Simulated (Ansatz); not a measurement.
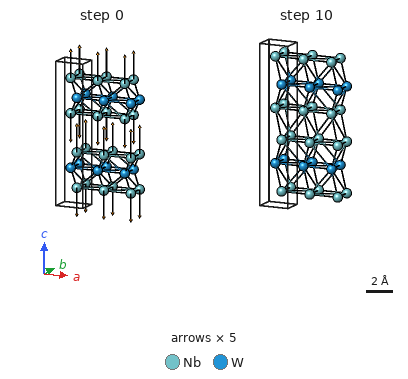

The structure of solid Nb2W (built on the 2H molybdenite_194 type) (coarse preliminary run) before (left) and after (right) a relaxation, at one scale. The orange arrows give the displacements (the part carried along by the change of the cell is left out), magnified 5 times.

A ball-and-stick model of the cell of the calculation, repeated 3 × 2 × 1 with one cell outlined, seen slightly off an axis.

Case: 2H molybdenite type (P6_3/mmc, No. 194).

All numbers below come from Ansatz, DFT PBE, scalar-relativistic, plane waves, PAW.

Input
```yaml
crystal:
  lattice:
    - [2.9860940332, 0.0, 0.0]
    - [-1.4930470166, 2.5860332908, 0.0]
    - [0.0, 0.0, 11.6146812831]
  atoms:
    - { symbol: Nb, position: [0.3333333333, 0.6666666667, 0.6275] }
    - { symbol: Nb, position: [0.6666666667, 0.3333333333, 0.1275] }
    - { symbol: Nb, position: [0.3333333333, 0.6666666667, 0.8725] }
    - { symbol: Nb, position: [0.6666666667, 0.3333333333, 0.3725] }
    - { symbol: W, position: [0.3333333333, 0.6666666667, 0.25] }
    - { symbol: W, position: [0.6666666667, 0.3333333333, 0.75] }
basis:
  ecutwfc: 420
kpoints:
  mp_grid: { grid: [6, 6, 2] }
hamiltonian:
  xc: pbe
scf:
  occupations: { method: gaussian, width: 0.1 }
  lower_state_search: "off"
output:
  forces: true
  stress: true
  eigenvalues: true
relax:
  adjacent_minimum: "off"
  f_tol: 0.04
  max_steps: 70
  cell: { stress_tol: 0.4 }
```

Run as
```bash
ansatz run input.yaml --threads 1 --pin off --max-ram 2560MiB --backend cpu --events-out ev --progress --plain --runs-dir out
```

### Describe what moved and what it gained.

After 7 accepted moves (10 points after the start) the energy has fallen by 2783 meV per atom. The largest force component goes from 14 to 0.0057 eV/Å. The pressure goes from 125.82 to −0.07 GPa. The line search rejected the trial step at point 8 of the run. At 2 points the geometry stayed and the basis and grid were re-selected for the new cell (energy shift of 1.4 meV per atom at most each time). The largest moves relative to the cell, 0.48 Å, are those of Nb1, Nb2, Nb3 and Nb4. Nb3 goes along +c. W stays in place. The volume changes by +21.0 %, with a = b 2.986 → 3.098 Å (+3.8 %), c 11.615 → 13.056 Å (+12.4 %). Among the contacts that change: Nb1–Nb3 2.846 → 4.152 Å, Nb1–W6 2.235 → 2.740 Å, Nb1–Nb4 3.427 → 2.974 Å, W5–W5 2.986 → 3.098 Å. The space group stays P6_3/mmc (No. 194). Cost: 84 s on 1 thread of Arm Neoverse N1, with other jobs on the host, peak memory 0.4 GiB.
